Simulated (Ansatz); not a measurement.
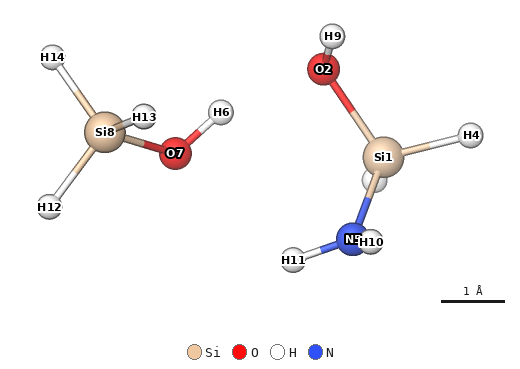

**Figure 1.** The structure as given in the input (ball-and-stick view, seen at a tilt; atoms are numbered from 1 in the order of the input).

**Nudged elastic band, with input and output: Si2NH9O2 (part 1 of 2)**

- system: Si2NH9O2
- method: UKS PBE/def2-SVP (Ansatz 0.2.0)

It belongs to a series of runs on one base structure; here: band between the two ends. Figures and captions count atoms from 1; the log counts them from 0 in places.

**The input**
```yaml
crystal:
  periodic: [false, false, false]
  atoms:
    - { symbol: Si, position_ang: [-1.97163, -0.735466, -0.28839] }
    - { symbol: O, position_ang: [-0.82615, -1.322054, 0.853329] }
    - { symbol: H, position_ang: [-1.863247, -1.750597, -1.377452] }
    - { symbol: H, position_ang: [-3.321355, -0.691824, 0.37103] }
    - { symbol: "N", position_ang: [-1.669826, 0.843373, -0.923472] }
    - { symbol: H, position_ang: [0.722867, -0.850335, 0.072915] }
    - { symbol: O, position_ang: [1.359399, -0.359091, -0.50941] }
    - { symbol: Si, position_ang: [2.519893, 0.552501, 0.283686] }
    - { symbol: H, position_ang: [-0.903946, -0.927806, 1.742022] }
    - { symbol: H, position_ang: [-1.971131, 1.672663, -0.40585] }
    - { symbol: H, position_ang: [-0.758583, 1.000548, -1.368567] }
    - { symbol: H, position_ang: [3.245758, 1.342443, -0.767836] }
    - { symbol: H, position_ang: [1.915896, 1.517819, 1.283488] }
    - { symbol: H, position_ang: [3.522254, -0.292175, 1.034407] }
magnetization:
  spin_polarized: true
basis:
  gaussian: { orbitals: def2-SVP }
hamiltonian:
  xc: pbe
neb:
  order_check: false
  images: 7
  f_tol: 0.05
  max_iterations: 60
  final_atoms:
    - { symbol: Si, position_ang: [-1.0463778, -0.14581908, -0.36830417] }
    - { symbol: O, position_ang: [-0.59431487, -2.71414264, 1.08128919] }
    - { symbol: H, position_ang: [-1.28639522, -1.23030668, -1.36380016] }
    - { symbol: H, position_ang: [-1.99439541, -0.0929384, 0.78808447] }
    - { symbol: "N", position_ang: [-1.20744914, 1.36816546, -1.20002511] }
    - { symbol: H, position_ang: [0.18423122, -2.1405206, 0.90906368] }
    - { symbol: O, position_ang: [0.53925522, -0.33737558, 0.25710145] }
    - { symbol: Si, position_ang: [1.82931335, 0.74578445, 0.20264532] }
    - { symbol: H, position_ang: [-0.88366076, -2.39513917, 1.95707942] }
    - { symbol: H, position_ang: [-1.36986999, 2.2516161, -0.71485053] }
    - { symbol: H, position_ang: [-0.88484606, 1.51209472, -2.15798454] }
    - { symbol: H, position_ang: [2.27244165, 1.02056754, -1.21152296] }
    - { symbol: H, position_ang: [1.48388485, 2.05567959, 0.86527325] }
    - { symbol: H, position_ang: [2.95838196, 0.10233329, 0.95585069] }
  initial_path:
    images:
      - { positions_ang: [[-1.97163, -0.735466, -0.28839], [-0.82615, -1.322054, 0.853329], [-1.863247, -1.750597, -1.377452], [-3.321355, -0.691824, 0.37103], [-1.669826, 0.843373, -0.923472], [0.722867, -0.850335, 0.072915], [1.359399, -0.359091, -0.50941], [2.519893, 0.552501, 0.283686], [-0.903946, -0.927806, 1.742022], [-1.971131, 1.672663, -0.40585], [-0.758583, 1.000548, -1.368567], [3.245758, 1.342443, -0.767836], [1.915896, 1.517819, 1.283488], [3.522254, -0.292175, 1.034407]] }
      - { positions_ang: [[-1.80433383, -0.65338153, -0.28872973], [-0.81362991, -1.48529249, 0.87879426], [-1.73285819, -1.68153307, -1.3501844], [-3.01731093, -0.48848873, 0.47964457], [-1.59264042, 0.87276846, -1.02650159], [0.61849785, -0.96666552, 0.26312143], [1.1889761, -0.32643278, -0.31285382], [2.39193528, 0.58042605, 0.29367578], [-0.93588263, -1.178683, 1.77554357], [-1.81518153, 1.72972743, -0.54767183], [-0.79628536, 0.98495658, -1.5848573], [2.92959118, 1.41744962, -0.76733488], [1.95224867, 1.47752875, 1.36682882], [3.42707272, -0.28238077, 0.82042513]] }
      - { positions_ang: [[-1.63703766, -0.57129706, -0.28906945], [-0.80110981, -1.64853099, 0.90425951], [-1.60246938, -1.61246913, -1.3229168], [-2.71326686, -0.28515346, 0.58825913], [-1.51545484, 0.90216392, -1.12953118], [0.51412869, -1.08299604, 0.45332786], [1.0185532, -0.29377457, -0.11629764], [2.26397756, 0.60835111, 0.30366555], [-0.96781926, -1.42955999, 1.80906515], [-1.65923205, 1.78679186, -0.68949367], [-0.83398772, 0.96936516, -1.80114761], [2.61342435, 1.49245623, -0.76683376], [1.98860133, 1.43723849, 1.45016963], [3.33189145, -0.27258654, 0.60644325]] }
      - { positions_ang: [[-1.46974149, -0.48921258, -0.28940918], [-0.78858972, -1.81176948, 0.92972477], [-1.47208057, -1.5434052, -1.2956492], [-2.40922279, -0.08181819, 0.6968737], [-1.43826926, 0.93155939, -1.23256077], [0.40975954, -1.19932657, 0.64353429], [0.8481303, -0.26111635, 0.08025854], [2.13601984, 0.63627616, 0.31365533], [-0.99975589, -1.68043699, 1.84258672], [-1.50328258, 1.84385629, -0.8313155], [-0.87169008, 0.95377375, -2.01743791], [2.29725753, 1.56746285, -0.76633264], [2.024954, 1.39694824, 1.53351045], [3.23671017, -0.26279231, 0.39246138]] }
      - { positions_ang: [[-1.30244532, -0.40712811, -0.2897489], [-0.77606963, -1.97500797, 0.95519003], [-1.34169176, -1.47434126, -1.2683816], [-2.10517871, 0.12151707, 0.80548826], [-1.36108367, 0.96095485, -1.33559036], [0.30539039, -1.31565709, 0.83374073], [0.67770739, -0.22845814, 0.27681472], [2.00806212, 0.66420122, 0.32364511], [-1.03169252, -1.93131398, 1.8761083], [-1.34733311, 1.90092071, -0.97313733], [-0.90939244, 0.93818233, -2.23372822], [1.9810907, 1.64246947, -0.76583152], [2.06130666, 1.35665799, 1.61685127], [3.1415289, -0.25299808, 0.17847951]] }
      - { positions_ang: [[-1.23842844, -0.34180085, -0.30938772], [-0.73063094, -2.15979164, 0.98671482], [-1.32786763, -1.41333262, -1.29223624], [-2.07748289, 0.06790321, 0.80113732], [-1.32267504, 1.0627575, -1.30169904], [0.2751006, -1.52187296, 0.85257146], [0.64309435, -0.2556875, 0.27188641], [1.96337493, 0.68459702, 0.29339516], [-0.99468458, -2.04727028, 1.89635108], [-1.35296733, 1.98859456, -0.90856563], [-0.90325584, 1.08166043, -2.2147923], [2.05392844, 1.48699399, -0.87725438], [1.91695121, 1.53141339, 1.42895676], [3.09574216, -0.16416524, 0.3728223]] }
      - { positions_ang: [[-1.17441156, -0.2764736, -0.32902654], [-0.68519225, -2.34457531, 1.01823961], [-1.31404349, -1.35232397, -1.31609088], [-2.04978706, 0.01428934, 0.79678637], [-1.28426641, 1.16456015, -1.26780773], [0.2448108, -1.72808884, 0.8714022], [0.6084813, -0.28291686, 0.26695809], [1.91868773, 0.70499283, 0.26314521], [-0.95767664, -2.16322658, 1.91659386], [-1.35860155, 2.07626841, -0.84399393], [-0.89711925, 1.22513853, -2.19585638], [2.12676618, 1.3315185, -0.98867724], [1.77259575, 1.70616879, 1.24106226], [3.04995543, -0.0753324, 0.5671651]] }
      - { positions_ang: [[-1.11039468, -0.21114634, -0.34866536], [-0.63975356, -2.52935897, 1.0497644], [-1.30021936, -1.29131532, -1.33994552], [-2.02209124, -0.03932453, 0.79243542], [-1.24585777, 1.26636281, -1.23391642], [0.21452101, -1.93430472, 0.89023294], [0.57386826, -0.31014622, 0.26202977], [1.87400054, 0.72538864, 0.23289526], [-0.9206687, -2.27918288, 1.93683664], [-1.36423577, 2.16394225, -0.77942223], [-0.89098265, 1.36861663, -2.17692046], [2.19960391, 1.17604302, -1.1001001], [1.6282403, 1.88092419, 1.05316775], [3.0041687, 0.01350044, 0.7615079]] }
      - { positions_ang: [[-1.0463778, -0.14581908, -0.36830417], [-0.59431487, -2.71414264, 1.08128919], [-1.28639522, -1.23030668, -1.36380016], [-1.99439541, -0.0929384, 0.78808447], [-1.20744914, 1.36816546, -1.20002511], [0.18423122, -2.1405206, 0.90906368], [0.53925522, -0.33737558, 0.25710145], [1.82931335, 0.74578445, 0.20264532], [-0.88366076, -2.39513917, 1.95707942], [-1.36986999, 2.2516161, -0.71485053], [-0.88484606, 1.51209472, -2.15798454], [2.27244165, 1.02056754, -1.21152296], [1.48388485, 2.05567959, 0.86527325], [2.95838196, 0.10233329, 0.95585069]] }
```

Launch command:
```bash
ansatz run input.yaml --threads 4 --pin off --max-ram 5120MiB --backend cpu --events-out ev --progress --plain --runs-dir out
```

**The program's output**
```
Engine: ansatz 0.2.0, aarch64-unknown-linux-gnu
Functional definition: PBE
  parameter kappa = 0.804
  parameter beta = 0.06672455060314922
  exchange = pbe_x(kappa = kappa, mu = beta*pi^2/3)
  correlation = pbe_c(beta = beta)
1372 factors; their error is unknown
mean field evaluation 1: about -21449.4846 eV, gradient 6.4e1 eV
mean field evaluation 2: about -21388.1852 eV, gradient 1.3e2 eV
mean field evaluation 4: about -21463.7851 eV, gradient 1.4e1 eV
mean field evaluation 8: about -21464.4990 eV, gradient 3.6e-1 eV
mean field evaluation 16: about -21464.4125 eV, gradient 1.6e-4 eV
mean field -21464.41253771 eV, -788.8026116596 hartree, gradient 2.6e-5 eV, S^2 0.000000; 0 other end points of the search recorded, 0 dependent functions left out
the calculation of the forces begins
reference -21464.41258340 eV, -788.8026133385 hartree; 30, 30 occupied and 93, 93 virtual orbitals, 1372 factors
1372 factors; their error is unknown
mean field evaluation 32: about -21464.3845 eV, gradient 2.2e-3 eV
mean field -21464.38452712 eV, -788.8015822894 hartree, gradient 2.0e-5 eV, S^2 0.000000; 0 other end points of the search recorded, 0 dependent functions left out
[... from here on the field's lines of each further geometry are left out, up to the last ...]
NEB iter   1: max|band force component| = 3.611e0 eV/Å  barrier→ = 1.8300 eV  barrier← = 1.8020 eV  Δτ_max = 0.1982 Å  (272 SCF iters)
NEB iter   2: max|band force component| = 1.737e0 eV/Å  barrier→ = 1.1961 eV  barrier← = 1.1680 eV  Δτ_max = 0.1995 Å  (212 SCF iters)
NEB iter   3: max|band force component| = 1.567e0 eV/Å  barrier→ = 1.0864 eV  barrier← = 1.0584 eV  Δτ_max = 0.2000 Å  (225 SCF iters)
NEB iter   4: max|band force component| = 6.036e-1 eV/Å  barrier→ = 1.1089 eV  barrier← = 1.0809 eV  Δτ_max = 0.2000 Å  (209 SCF iters)
NEB iter   5: max|band force component| = 5.403e-1 eV/Å  barrier→ = 1.0781 eV  barrier← = 1.0501 eV  Δτ_max = 0.1999 Å  (210 SCF iters)
NEB iter   6: max|band force component| = 6.480e-1 eV/Å  barrier→ = 1.0144 eV  barrier← = 0.9864 eV  Δτ_max = 0.1001 Å  (212 SCF iters)
NEB iter   7: max|band force component| = 3.501e-1 eV/Å  barrier→ = 0.9873 eV  barrier← = 0.9593 eV  CI = image 4  Δτ_max = 0.1990 Å  (208 SCF iters)
NEB iter   8: max|band force component| = 3.597e-1 eV/Å  barrier→ = 0.9539 eV  barrier← = 0.9259 eV  CI = image 4  Δτ_max = 0.0997 Å  (211 SCF iters)
NEB iter   9: max|band force component| = 3.628e-1 eV/Å  barrier→ = 0.9344 eV  barrier← = 0.9064 eV  CI = image 4  Δτ_max = 0.1010 Å  (210 SCF iters)
NEB iter  10: max|band force component| = 3.315e-1 eV/Å  barrier→ = 0.9146 eV  barrier← = 0.8866 eV  CI = image 4  Δτ_max = 0.1003 Å  (209 SCF iters)
NEB iter  11: max|band force component| = 2.514e-1 eV/Å  barrier→ = 0.8948 eV  barrier← = 0.8668 eV  CI = image 4  Δτ_max = 0.1002 Å  (210 SCF iters)
NEB iter  12: max|band force component| = 4.168e-1 eV/Å  barrier→ = 0.8833 eV  barrier← = 0.8552 eV  CI = image 4  Δτ_max = 0.0499 Å  (208 SCF iters)
NEB iter  13: max|band force component| = 1.782e-1 eV/Å  barrier→ = 0.8780 eV  barrier← = 0.8500 eV  CI = image 4  Δτ_max = 0.1005 Å  (211 SCF iters)
NEB iter  14: max|band force component| = 1.570e-1 eV/Å  barrier→ = 0.8735 eV  barrier← = 0.8455 eV  CI = image 4  Δτ_max = 0.0597 Å  (209 SCF iters)
NEB iter  15: max|band force component| = 1.298e-1 eV/Å  barrier→ = 0.8706 eV  barrier← = 0.8425 eV  CI = image 4  Δτ_max = 0.0630 Å  (212 SCF iters)
NEB iter  16: max|band force component| = 9.905e-2 eV/Å  barrier→ = 0.8686 eV  barrier← = 0.8406 eV  CI = image 4  Δτ_max = 0.0443 Å  (213 SCF iters)
NEB iter  17: max|band force component| = 1.091e-1 eV/Å  barrier→ = 0.8665 eV  barrier← = 0.8385 eV  CI = image 4  Δτ_max = 0.0222 Å  (211 SCF iters)
NEB iter  18: max|band force component| = 8.795e-2 eV/Å  barrier→ = 0.8652 eV  barrier← = 0.8372 eV  CI = image 4  Δτ_max = 0.0223 Å  (213 SCF iters)
NEB iter  19: max|band force component| = 7.561e-2 eV/Å  barrier→ = 0.8640 eV  barrier← = 0.8360 eV  CI = image 4  Δτ_max = 0.0222 Å  (213 SCF iters)
NEB iter  20: max|band force component| = 5.355e-2 eV/Å  barrier→ = 0.8630 eV  barrier← = 0.8349 eV  CI = image 4  Δτ_max = 0.0223 Å  (210 SCF iters)
NEB iter  21: max|band force component| = 5.338e-2 eV/Å  barrier→ = 0.8620 eV  barrier← = 0.8340 eV  CI = image 4  Δτ_max = 0.0111 Å  (201 SCF iters)
NEB iter  22: max|band force component| = 3.672e-2 eV/Å  barrier→ = 0.8616 eV  barrier← = 0.8335 eV  CI = image 4  Δτ_max = 0.0111 Å  (205 SCF iters)
the calculation of the forces begins
reference -21464.36210447 eV, -788.8007582722 hartree; 30, 30 occupied and 93, 93 virtual orbitals, 1372 factors
1372 factors; their error is unknown
mean field -21463.55138229 eV, -788.7709647815 hartree, gradient 9.4e-6 eV, S^2 0.000000; 1 other end points of the search recorded, 0 dependent functions left out
the calculation of the forces begins
reference -21463.55142557 eV, -788.7709663719 hartree; 30, 30 occupied and 93, 93 virtual orbitals, 1372 factors
NEB iter  23: max|band force component| = 3.866e-2 eV/Å  barrier→ = 0.8612 eV  barrier← = 0.8331 eV  CI = image 4  Δτ_max = 0.0000 Å  (244 SCF iters)
```
